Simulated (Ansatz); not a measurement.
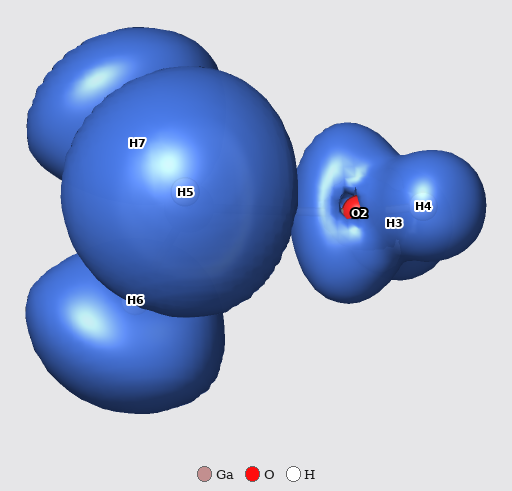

GaH5O (Ga(H2O)H3) (charge +1, doublet). Isosurface of the electron localisation function at 0.75 (blue), seen from one side. Only the valence region is drawn (cores and ρ < 0.01 e/Å³ removed).

Geometry: r2SCAN-D4/def2-TZVP.

These are results of Ansatz 0.2.0, UKS PBE0-D4/def2-TZVP, not measurements.

```yaml
atoms:
  - { symbol: Ga, position_ang: [0.3006, -0.0376, -0.8361] }
  - { symbol: O, position_ang: [0.0021, 0.0895, 1.1291] }
  - { symbol: H, position_ang: [-0.8483, 0.0297, 1.5894] }
  - { symbol: H, position_ang: [0.7104, 0.2184, 1.7774] }
  - { symbol: H, position_ang: [1.8013, 0.1215, -1.0206] }
  - { symbol: H, position_ang: [-1.0789, 0.6817, -1.3960] }
  - { symbol: H, position_ang: [-0.8872, -1.1033, -1.2432] }
```

Question: What do the ELF domains correspond to?

Answer: At this value the surface marks out three regions around hydrogen nuclei and one joined region spread over several atoms (H, O), in which their bonds and any lone pairs are merged. Profiles from the grid: Ga–O (1.99 Å): the ELF peaks at about 0.90 in the valence shell of O, 0.6 Å from its nucleus, and is about 0.20 at the midpoint. O–H (0.97 Å): the ELF climbs to about 1 towards the hydrogen, as it does in any bond to H: a covalent bond by its length.
